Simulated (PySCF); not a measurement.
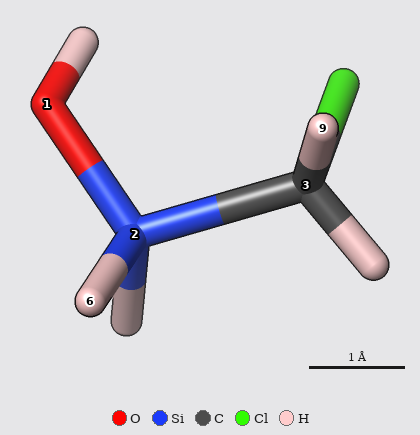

**Figure 1.** The structure as given in the input (stick view, seen at a tilt; atoms are numbered from 1 in the order of the input).

Run report: CH$_{5}$ClOSi, NMR shielding calculation

System: CH$_{5}$ClOSi, SMILES O[SiH2]CCl.
Method: GIAO PBE0/pcSseg-1 NMR shielding, non-relativistic, IEF-PCM acetone (PySCF 2.14.0).

The geometry comes from this level: PBE0-D3(BJ)/def2-SVP. It belongs to a series of runs on one base structure; here: solvent acetone. Figures and captions count atoms from 1; the log counts them from 0 in places.

The input:
```
{"job": {"kind": "nmr", "xc": "PBE0", "basis": "pcSseg-1", "solvent": "acetone", "pop": true}, "charge": 0, "multiplicity": 1}
O      1.699914     0.711974     0.256550
Si     0.669979    -0.582830     0.107658
C     -1.025183     0.059027    -0.434364
Cl    -1.508304     1.332006     0.745534
H      1.302855     1.468263     0.703956
H      1.235910    -1.490081    -0.928424
H      0.480891    -1.323100     1.391080
H     -1.808839    -0.713050    -0.435764
H     -0.997694     0.530370    -1.427755
```

The first line tells a small driver script what to run in PySCF; the rest is the geometry in Å.

Hardware: 1 CPU thread, shared host.

Run as:
```bash
OMP_NUM_THREADS=1 python <driver script> task.json out
```

Log:
```
coarse grid: 8520 points
cycle   1  E = -865.5157006817  dE =  2.036e-01  |g| = 6.826e-01  |ddm| = 2.593e+00
cycle   2  E = -865.4038581544  dE =  1.118e-01  |g| = 1.036e+00  |ddm| = 1.263e+00
cycle   3  E = -865.5980158298  dE = -1.942e-01  |g| = 6.300e-02  |ddm| = 8.626e-01
cycle   4  E = -865.5987842352  dE = -7.684e-04  |g| = 2.030e-02  |ddm| = 6.920e-02
cycle   5  E = -865.5988656001  dE = -8.136e-05  |g| = 5.989e-03  |ddm| = 2.109e-02
cycle   6  E = -865.5988737785  dE = -8.178e-06  |g| = 2.015e-03  |ddm| = 5.994e-03
final grid: 72952 points
cycle   7  E = -865.6303743005  dE = -1.124e-05  |g| = 8.077e-03  |ddm| = 1.297e-02
cycle   8  E = -865.6303598636  dE =  1.444e-05  |g| = 1.152e-02  |ddm| = 1.326e-02
cycle   9  E = -865.6303880165  dE = -2.815e-05  |g| = 7.169e-04  |ddm| = 7.973e-03
cycle  10  E = -865.6303880839  dE = -6.734e-08  |g| = 2.375e-04  |ddm| = 6.270e-04
cycle  11  E = -865.6303880955  dE = -1.160e-08  |g| = 4.407e-05  |ddm| = 1.926e-04
cycle  12  E = -865.6303880959  dE = -3.927e-10  |g| = 1.088e-05  |ddm| = 4.961e-05
```

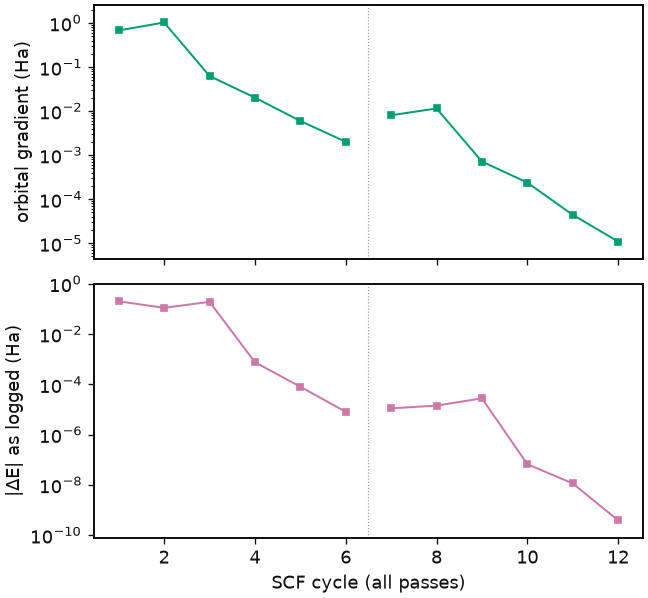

**Figure 2.** Convergence of the self-consistent field: orbital gradient and size of the energy change against the SCF cycle. The dotted line marks the change from a coarse to the final integration grid. The first 6 cycles use a coarse grid, the final grid takes over at cycle 7, and the field converges after 12 cycles in all.

```
converged SCF energy = -865.6303880959

GIAO shielding tensors (ppm)
atom      isotropic    diamagn.    paramagn.     s11        s22        s33       span
  0 O      327.146     389.434     -62.288    298.454    331.181    351.803     53.349
  1 Si     369.819     877.776    -507.958    342.718    347.388    419.350     76.632
  2 C      147.980     254.017    -106.037    126.848    136.056    181.036     54.188
  3 Cl     956.811    1147.534    -190.723    841.674    924.397   1104.362    262.687
  4 H       29.050      30.650      -1.600     18.731     27.193     41.224     22.493
  5 H       26.429      28.045      -1.616     23.293     24.318     31.675      8.382
  6 H       26.467      28.242      -1.774     22.973     24.764     31.665      8.692
  7 H       28.118      29.310      -1.192     22.590     26.394     35.371     12.781
  8 H       27.880      29.700      -1.820     22.594     25.931     35.116     12.522
```

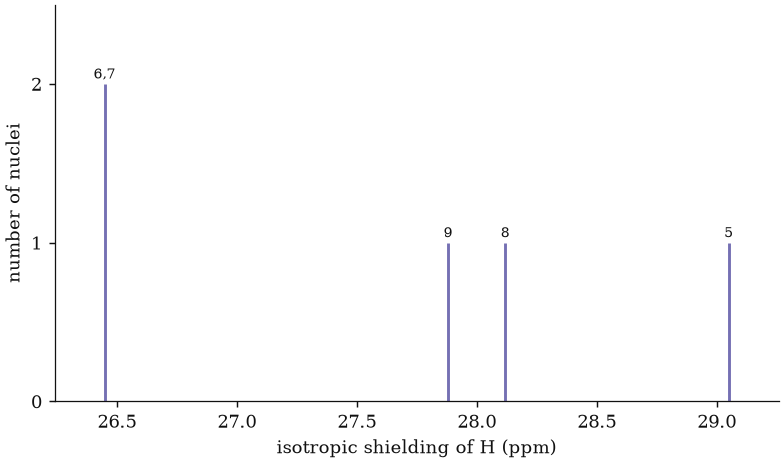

**Figure 3.** Isotropic shieldings of the hydrogen nuclei in this fixed geometry, labelled by atom number; shielding grows to the right, so chemical shift grows to the left. The least shielded is H6 (26.4 ppm), the most shielded H5 (29.0 ppm).

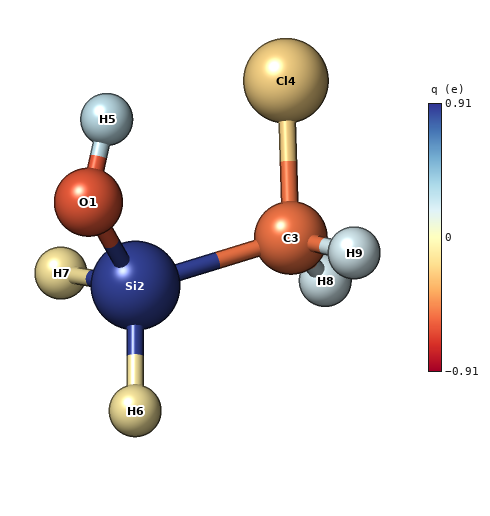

**Figure 4.** Mulliken charges, as the colour of each atom (ball-and-stick view, seen at a tilt; atoms are numbered from 1 in the order of the input). By element: O −0.60, Si +0.87, C −0.51, Cl −0.21 and H −0.12 to +0.28 e.

Results in brief:

| quantity | value |
| --- | --- |
| outcome | converged |
| total energy | −865.630388 hartree |
| HOMO | −8.19 eV |
| LUMO | 0.20 eV |
| dipole moment | 1.73 D |
| isotropic shielding, O | 327.1 ppm |
| isotropic shielding, Si | 369.8 ppm |
| isotropic shielding, C | 148.0 ppm |
| isotropic shielding, Cl | 956.8 ppm |
| isotropic shielding, H | 26.4 to 29.0 ppm |
| wall time | 7.1 s |
| peak memory | 0.52 GiB |
